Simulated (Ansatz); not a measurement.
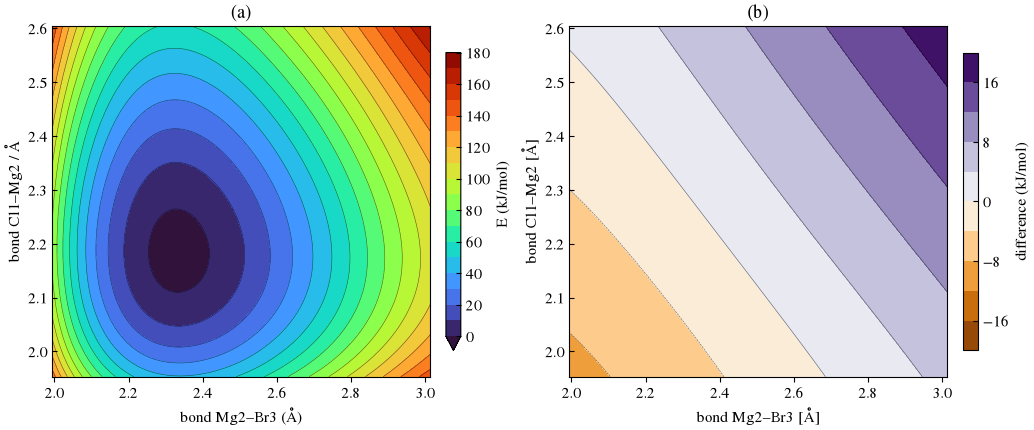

BrClMg, SMILES [Cl][Mg][Br]. Two internal coordinates are moved rigidly from the geometry relaxed at PBE0-D4/def2-TZVP, all others fixed. Coordinates scanned: (1) bond Mg2–Br3; (2) bond Cl1–Mg2. The grid has 7 × 7 points. Points are written as (first, second). Energies are in kJ/mol, from each map's own lowest point. The calculation used RKS PBE-D4/def2-TZVPP (Ansatz 0.2.0).

Panel (a): RKS PBE-D4/def2-TZVPP in Ansatz 0.2.0. Panel (b): the map at RKS PBE0-D4/def2-TZVPP in Ansatz less the map of (a), each from its own lowest point.

> How does the change of method alter the landscape?

The difference runs from −9 kJ/mol at (1.994 Å, 1.953 Å) to 18 kJ/mol at (3.014 Å, 2.604 Å). The interpolated minimum moves from 2.3324 to 2.3190 Å in bond Mg2–Br3 and 2.1830 to 2.1700 Å in bond Cl1–Mg2.
